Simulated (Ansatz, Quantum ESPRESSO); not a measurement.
# Li3HSe (Pm-3m): Raman and infrared activity

Wanted: vibrational spectra of Li3HSe (Pm-3m) from linear and non-linear response.

Program: Quantum ESPRESSO 8.0 development, patched. Level of theory: DFT LDA, scalar-relativistic, plane waves, PseudoDojo norm-conserving pseudopotentials. Results are calculated unless marked as measured.

**1. Set-up**

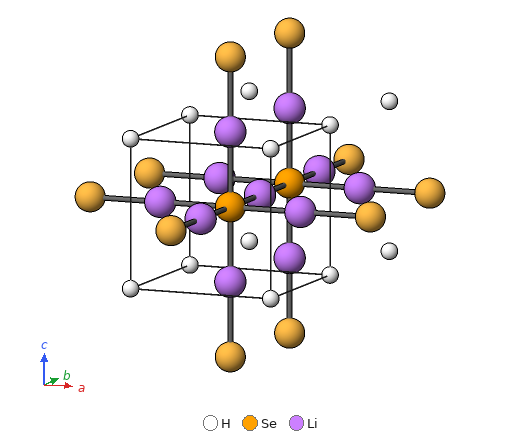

The starting structure, seen slightly off an axis (hydrogen white, selenium orange, lithium purple). 1×2×1 cells are drawn. Some periodic images of atoms are drawn too.

As a file:

```cif
data_structure
_symmetry_space_group_name_H-M 'Pm-3m'
_symmetry_Int_Tables_number 221
_cell_length_a 5.2060
_cell_length_b 5.2060
_cell_length_c 5.2060
_cell_angle_alpha 90.000
_cell_angle_beta 90.000
_cell_angle_gamma 90.000
_cell_volume 141.10
loop_
_atom_site_label
_atom_site_type_symbol
_atom_site_symmetry_multiplicity
_atom_site_Wyckoff_symbol
_atom_site_fract_x
_atom_site_fract_y
_atom_site_fract_z
_atom_site_occupancy
H1 H 1 a 0.00000 0.00000 0.00000 1
Se1 Se 1 b 0.50000 0.50000 0.50000 1
Li1 Li 3 c 0.50000 0.50000 0.00000 1
```

**2. A probe with smearing**

A cheap run with smearing and empty bands tells whether the crystal has a gap, which decides between fixed occupations and smearing later on.

The input, probe.in:

```
 &control
    calculation='scf',
    prefix='x',
    outdir='./tmp',
    pseudo_dir='./pseudo',
    tprnfor=.true.,
    tstress=.true.,
    verbosity='high',
 /
 &system
    ibrav=0,
    nat=5,
    ntyp=3,
    ecutwfc=86.0,
    occupations='smearing',
    smearing='gaussian',
    degauss=0.01,
 /
 &electrons
    conv_thr=1.0d-07,
    mixing_beta=0.7,
    electron_maxstep=100,
 /
ATOMIC_SPECIES
 H       1.0080  H.upf
 Se     78.9710  Se.upf
 Li      6.9400  Li.upf
CELL_PARAMETERS angstrom
     5.206000000    0.000000000    0.000000000
     0.000000000    5.206000000    0.000000000
     0.000000000    0.000000000    5.206000000
ATOMIC_POSITIONS crystal
 H      0.000000000   0.000000000   0.000000000
 Se     0.500000000   0.500000000   0.500000000
 Li     0.500000000   0.500000000   0.000000000
 Li     0.500000000   0.000000000   0.500000000
 Li     0.000000000   0.500000000   0.500000000
K_POINTS automatic
 4 4 4 0 0 0
```

The run is started by

```console
OMP_NUM_THREADS=1 mpirun -n 4 pw.x -nk 4 -in probe.in > probe.out
```

What it wrote:

```text
[banners, grids, parts of the stress and lines that vanish by symmetry left out]
Program PWSCF v.8.0dev
     Message from routine setup:
     using ibrav=0 with symmetry is DISCOURAGED, use correct ibrav instead
[...]
kinetic-energy cutoff     =      86.0000  Ry
     charge density cutoff     =     344.0000  Ry
     scf convergence threshold =      1.0E-07
[...]
Exchange-correlation= SLA-PW-NOGX-NOGC
                           (   1   4   0   0   0   0   0)
[...]
48 Sym. Ops., with inversion, found
[...]
(     0          1          0      )
                  (     0          0          1      )
[...]
(  0.0000000  1.0000000  0.0000000 )
                  (  0.0000000  0.0000000  1.0000000 )
[...]
(     0         -1          0      )
                  (     0          0          1      )
[...]
( -1.0000000  0.0000000  0.0000000 )
                  (  0.0000000  1.0000000  0.0000000 )
[...]
number of k points=    10  Gaussian smearing, width (Ry)=  0.0100
[...]
End of self-consistent calculation
[...]
the Fermi energy is     0.6862 ev
!    total energy              =    -286.34291154 Ry
[...]
convergence has been achieved in   7 iterations
[...]
atom    1 type  1   force =     0.00000000    0.00000000    0.00000000
     atom    2 type  2   force =     0.00000000    0.00000000    0.00000000
     atom    3 type  3   force =     0.00000000    0.00000000    0.00000000
     atom    4 type  3   force =     0.00000000    0.00000000    0.00000000
     atom    5 type  3   force =     0.00000000    0.00000000    0.00000000
[...]
Total force =     0.000000     Total SCF correction =     0.000000
[...]
total   stress  (Ry/bohr**3)                   (kbar)     P=      -42.16
[...]
XML data file, charge density, pseudopotentials, collected wavefunctions

   JOB DONE.
```

Wall time 6.2 s (4 MPI ranks of Intel Xeon 6975P-C (Granite Rapids), shared host); 24 s of CPU time.

Numbers from this step:

```
volume per atom   : 28.22 Å³
pressure          : -4.216 GPa
gap on the k-mesh : 1.823 eV
```

A gap of 1.8 eV opens on this mesh, so the crystal is taken as an insulator; the start stands at -4.2 GPa.

**3. Relaxation**

The relaxation runs at a cutoff a fifth above that of the response, since stress converges more slowly with the basis than frequencies do. Forces and stress are brought to rest with tight thresholds.

The input, relax.in:

```
 &control
    calculation='vc-relax',
    prefix='x',
    outdir='./tmp',
    pseudo_dir='./pseudo',
    tprnfor=.true.,
    tstress=.true.,
    forc_conv_thr=2.0d-05,
    etot_conv_thr=1.0d-07,
    nstep=40,
 /
 &system
    ibrav=0,
    nat=5,
    ntyp=3,
    ecutwfc=103,
    occupations='fixed',
    nbnd=15,
 /
 &electrons
    conv_thr=1.0d-11,
    mixing_beta=0.7,
    electron_maxstep=100,
 /
 &ions
 /
 &cell
    press_conv_thr=0.2,
 /
ATOMIC_SPECIES
 H       1.0080  H.upf
 Se     78.9710  Se.upf
 Li      6.9400  Li.upf
CELL_PARAMETERS angstrom
     5.206000000    0.000000000    0.000000000
     0.000000000    5.206000000    0.000000000
     0.000000000    0.000000000    5.206000000
ATOMIC_POSITIONS crystal
 H      0.000000000   0.000000000   0.000000000
 Se     0.500000000   0.500000000   0.500000000
 Li     0.500000000   0.500000000   0.000000000
 Li     0.500000000   0.000000000   0.500000000
 Li     0.000000000   0.500000000   0.500000000
K_POINTS automatic
 6 6 6 0 0 0
```

The run is started by

```console
OMP_NUM_THREADS=1 mpirun -n 4 pw.x -nk 4 -in relax.in > relax.out
```

What it wrote:

```text
[banners, grids, parts of the stress and lines that vanish by symmetry left out]
[banner, memory and clock lines left out]
Program PWSCF v.8.0dev

[...]
kinetic-energy cutoff     =     103.0000  Ry
     charge density cutoff     =     412.0000  Ry
     scf convergence threshold =      1.0E-11
[...]
energy convergence thresh.=      1.0E-07
     force convergence thresh. =      2.0E-05
     press convergence thresh. =      2.0E-01
     Exchange-correlation= SLA-PW-NOGX-NOGC
                           (   1   4   0   0   0   0   0)
[...]
48 Sym. Ops., with inversion, found
[...]
number of k points=    20
[...]
c_bands: 1 eigenvalues not converged on the other pools
[...]
End of self-consistent calculation
[...]
highest occupied, lowest unoccupied level (ev):    -0.0895    1.7348
!    total energy              =    -286.34297807 Ry
[...]
convergence has been achieved in  12 iterations
[...]
atom    1 type  1   force =     0.00000000    0.00000000    0.00000000
     atom    2 type  2   force =     0.00000000    0.00000000    0.00000000
     atom    3 type  3   force =     0.00000000    0.00000000    0.00000000
     atom    4 type  3   force =     0.00000000    0.00000000    0.00000000
     atom    5 type  3   force =     0.00000000    0.00000000    0.00000000
     Total force =     0.000000     Total SCF correction =     0.000000
[...]
total   stress  (Ry/bohr**3)                   (kbar)     P=      -41.86
[...]
number of bfgs steps    =   0
[...]
CELL_PARAMETERS (angstrom)
[...]
ATOMIC_POSITIONS (crystal)
H                0.0000000000        0.0000000000        0.0000000000
Se               0.5000000000        0.5000000000        0.5000000000
Li               0.5000000000        0.5000000000        0.0000000000
Li               0.5000000000        0.0000000000        0.5000000000
[...]
New effective cutoffs (rho, wfc):  417.90  104.48
[...]
End of self-consistent calculation
[...]
highest occupied, lowest unoccupied level (ev):    -0.0239    1.8453
!    total energy              =    -286.34864166 Ry
[...]
convergence has been achieved in   8 iterations
[...]
atom    1 type  1   force =     0.00000000    0.00000000    0.00000000
     atom    2 type  2   force =     0.00000000    0.00000000    0.00000000
     atom    3 type  3   force =     0.00000000    0.00000000    0.00000000
     atom    4 type  3   force =     0.00000000    0.00000000    0.00000000
     atom    5 type  3   force =     0.00000000    0.00000000    0.00000000
     Total force =     0.000000     Total SCF correction =     0.000000
[...]
total   stress  (Ry/bohr**3)                   (kbar)     P=      -40.68
[...]
number of bfgs steps    =   1
[...]
WARNING: bfgs curvature condition failed, Theta= 0.835
[...]
CELL_PARAMETERS (angstrom)
[...]
ATOMIC_POSITIONS (crystal)
[...]
New effective cutoffs (rho, wfc):  427.03  106.76
[...]
End of self-consistent calculation
[...]
highest occupied, lowest unoccupied level (ev):     0.0785    2.0168
!    total energy              =    -286.35665826 Ry
[...]
convergence has been achieved in  10 iterations
[...]
atom    1 type  1   force =     0.00000000    0.00000000    0.00000000
     atom    2 type  2   force =     0.00000000    0.00000000    0.00000000
[...]
number of bfgs steps    =   4
[...]
New effective cutoffs (rho, wfc):  501.71  125.43
[...]
highest occupied, lowest unoccupied level (ev):     1.1089    2.8832
!    total energy              =    -286.39042726 Ry
[...]
convergence has been achieved in  10 iterations
[...]
Total force =     0.000000     Total SCF correction =     0.000000
[...]
total   stress  (Ry/bohr**3)                   (kbar)     P=       -5.46
[...]
number of bfgs steps    =   5
[...]
New effective cutoffs (rho, wfc):  511.50  127.88
[...]
highest occupied, lowest unoccupied level (ev):     1.2589    2.9976
!    total energy              =    -286.39072534 Ry
[...]
convergence has been achieved in  10 iterations
[...]
Total force =     0.000000     Total SCF correction =     0.000000
[...]
total   stress  (Ry/bohr**3)                   (kbar)     P=        1.29
[...]
number of bfgs steps    =   6
[...]
New effective cutoffs (rho, wfc):  509.63  127.41
[...]
highest occupied, lowest unoccupied level (ev):     1.2301    2.9757
!    total energy              =    -286.39074133 Ry
[...]
convergence has been achieved in   7 iterations
[...]
Total force =     0.000000     Total SCF correction =     0.000000
[...]
total   stress  (Ry/bohr**3)                   (kbar)     P=       -0.04
[...]
number of bfgs steps    =   7
[...]
CELL_PARAMETERS (angstrom)
[...]
ATOMIC_POSITIONS (crystal)
[...]
New effective cutoffs (rho, wfc):  509.69  127.42
[...]
End of self-consistent calculation
[...]
highest occupied, lowest unoccupied level (ev):     1.2310    2.9764
!    total energy              =    -286.39074135 Ry
[...]
convergence has been achieved in   5 iterations
[...]
atom    3 type  3   force =     0.00000000    0.00000000    0.00000000
     atom    4 type  3   force =     0.00000000    0.00000000    0.00000000
     atom    5 type  3   force =     0.00000000    0.00000000    0.00000000
     Total force =     0.000000     Total SCF correction =     0.000000
[...]
total   stress  (Ry/bohr**3)                   (kbar)     P=       -0.00
[...]
bfgs converged in   9 scf cycles and   8 bfgs steps
[...]
End of BFGS Geometry Optimization
     Final enthalpy           =    -286.3907413492 Ry
     File ./tmp/x.bfgs deleted, as requested
[...]
CELL_PARAMETERS (angstrom)
[...]
ATOMIC_POSITIONS (crystal)
[...]
Li               0.5000000000        0.0000000000        0.5000000000
Li               0.0000000000        0.5000000000        0.5000000000
[...]
Final scf calculation at the relaxed structure.
[...]
kinetic-energy cutoff     =     103.0000  Ry
     charge density cutoff     =     412.0000  Ry
     scf convergence threshold =      1.0E-13
[...]
press convergence thresh. =      2.0E-01
     Exchange-correlation= SLA-PW-NOGX-NOGC
                           (   1   4   0   0   0   0   0)
[...]
48 Sym. Ops., with inversion, found
[...]
number of k points=    20
[...]
End of self-consistent calculation
[...]
highest occupied, lowest unoccupied level (ev):     1.2310    2.9764
!    total energy              =    -286.39069548 Ry
[...]
convergence has been achieved in  16 iterations
[...]
atom    1 type  1   force =     0.00000000    0.00000000    0.00000000
     atom    2 type  2   force =     0.00000000    0.00000000    0.00000000
     atom    3 type  3   force =     0.00000000    0.00000000    0.00000000
     atom    4 type  3   force =     0.00000000    0.00000000    0.00000000
     atom    5 type  3   force =     0.00000000    0.00000000    0.00000000
     Total force =     0.000000     Total SCF correction =     0.000000
[...]
total   stress  (Ry/bohr**3)                   (kbar)     P=       -0.01
[...]
XML data file, charge density, pseudopotentials, collected wavefunctions
```

Wall time 2.2 min (4 MPI ranks); 8.7 min of CPU time.

The steps of the relaxation:

```csv
step,energy less that of the first step (eV),largest force (eV/Å),pressure (GPa),volume (Å³)
1,0.0000,0.0000,-4.19,141.10
2,-0.0771,0.0000,-4.07,138.11
3,-0.1861,0.0000,-3.86,133.70
4,-0.3332,0.0000,-3.45,127.27
5,-0.5096,0.0000,-2.59,118.01
6,-0.6456,0.0000,-0.55,104.99
7,-0.6496,0.0000,0.13,101.99
8,-0.6499,0.0000,0.00,102.55
9,-0.6499,0.0000,0.00,102.53
10,-0.6492,0.0000,0.00,102.53
```

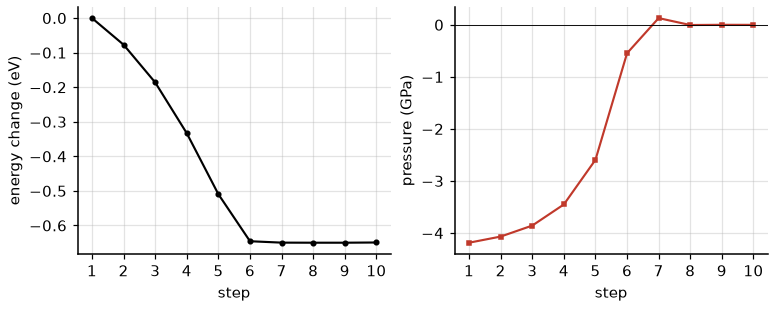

Energy and pressure along the relaxation.

```csv
"conventional cell, symmetrised",before,after,change
a (Å),5.206,4.680,-10.1 %
b (Å),5.206,4.680,-10.1 %
c (Å),5.206,4.680,-10.1 %
volume (Å³/atom),28.22,20.51,-27.3 %
```

Final coordinates:

```cif
data_structure
_symmetry_space_group_name_H-M 'P 1'
_symmetry_Int_Tables_number 1
_cell_length_a 4.6804
_cell_length_b 4.6804
_cell_length_c 4.6804
_cell_angle_alpha 90.000
_cell_angle_beta 90.000
_cell_angle_gamma 90.000
_cell_volume 102.53
loop_
_atom_site_label
_atom_site_type_symbol
_atom_site_fract_x
_atom_site_fract_y
_atom_site_fract_z
_atom_site_occupancy
H1 H 0.00000 0.00000 0.00000 1
Se2 Se 0.50000 0.50000 0.50000 1
Li3 Li 0.50000 0.50000 0.00000 1
Li4 Li 0.50000 0.00000 0.50000 1
Li5 Li 0.00000 0.50000 0.50000 1
```

The last row of the table of steps is pw.x's closing run on a basis chosen anew for the final cell, so its energy can jump.

This step gave:

```yaml
volume_per_atom: 20.51 Å³
pressure: -0.001 GPa
gap_on_the_k_mesh: 1.745 eV
```

The volume changes by -27.3 % from the cell with which this run began.

**4. Ground state**

The response is built on this ground state, so it is converged far tighter than an energy would need. With a gap, occupations are fixed, which also allows the response to an electric field.

The input, scf.in:

```
 &control
    calculation='scf',
    prefix='x',
    outdir='./tmp',
    pseudo_dir='./pseudo',
    tprnfor=.true.,
    tstress=.true.,
 /
 &system
    ibrav=0,
    nat=5,
    ntyp=3,
    ecutwfc=86.0,
    occupations='fixed',
    nbnd=15,
 /
 &electrons
    conv_thr=1.0d-12,
    mixing_beta=0.7,
    electron_maxstep=100,
 /
ATOMIC_SPECIES
 H       1.0080  H.upf
 Se     78.9710  Se.upf
 Li      6.9400  Li.upf
CELL_PARAMETERS angstrom
     4.680438766    0.000000000    0.000000000
     0.000000000    4.680438766    0.000000000
     0.000000000    0.000000000    4.680438766
ATOMIC_POSITIONS crystal
 H      0.000000000   0.000000000   0.000000000
 Se     0.500000000   0.500000000   0.500000000
 Li     0.500000000   0.500000000   0.000000000
 Li     0.500000000   0.000000000   0.500000000
 Li     0.000000000   0.500000000   0.500000000
K_POINTS automatic
 6 6 6 0 0 0
```

The run is started by

```console
OMP_NUM_THREADS=1 mpirun -n 4 pw.x -nk 4 -in scf.in > scf.out
```

What it wrote:

```text
[banners, grids, parts of the stress and lines that vanish by symmetry left out]
[banner, memory and clock lines left out]
Program PWSCF v.8.0dev

[...]
kinetic-energy cutoff     =      86.0000  Ry
     charge density cutoff     =     344.0000  Ry
     scf convergence threshold =      1.0E-12
[...]
Exchange-correlation= SLA-PW-NOGX-NOGC
                           (   1   4   0   0   0   0   0)
[...]
48 Sym. Ops., with inversion, found
[...]
number of k points=    20
[...]
End of self-consistent calculation
[...]
highest occupied, lowest unoccupied level (ev):     1.2310    2.9765
!    total energy              =    -286.39065527 Ry
[...]
convergence has been achieved in  15 iterations
[...]
atom    1 type  1   force =     0.00000000    0.00000000    0.00000000
     atom    2 type  2   force =     0.00000000    0.00000000    0.00000000
     atom    3 type  3   force =     0.00000000    0.00000000    0.00000000
     atom    4 type  3   force =     0.00000000    0.00000000    0.00000000
     atom    5 type  3   force =     0.00000000    0.00000000    0.00000000
     Total force =     0.000000     Total SCF correction =     0.000000
[...]
total   stress  (Ry/bohr**3)                   (kbar)     P=       -0.02
[...]
XML data file, charge density, pseudopotentials, collected wavefunctions
```

Elapsed: 10 s, on 4 MPI ranks.

This step gave:

```yaml
pressure: -0.002 GPa
gap_on_the_k_mesh: 1.746 eV
```

The cell stands at -0.002 GPa, close enough for phonons.

(Continued in part 2 of 3.)

[Host names and launcher messages were left out of these logs when they were recorded.]

[Logs are printed without paths, hosts, clocks, repeated set-up lines and the standing remarks that a program may print on its own settings, such as how far it seeks lower states.]

[Hosts, paths, dates, database ids (printed as entryN), source tags and the programs' standing remarks are cut or masked in the printed files.]
